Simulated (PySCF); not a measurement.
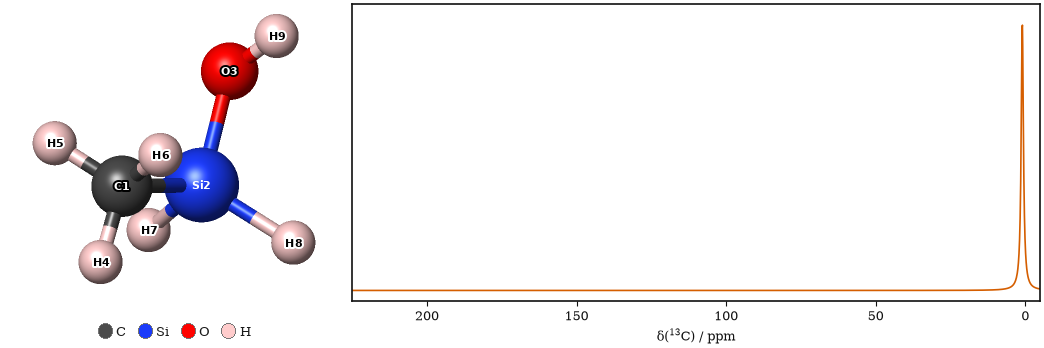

Spectrum and numbered structure of CH₆OSi, SMILES C[SiH2]O. GIAO shifts, PBE0/pcSseg-1 (IEF-PCM dimethylsulfoxide) in PySCF 2.14.0, at a PBE0-D3(BJ)/def2-SVP geometry (no frequency check), against TMS for ¹³C computed at the same level. fully decoupled, line heights follow the number of nuclei, widths are arbitrary (no quadrupolar broadening); values of one conformer, averaged over nuclei that symmetry or rotation about single bonds exchange, these motions taken as fast.

Where does the ¹³C line lie?

Answer. At 1.0 ppm (C1).
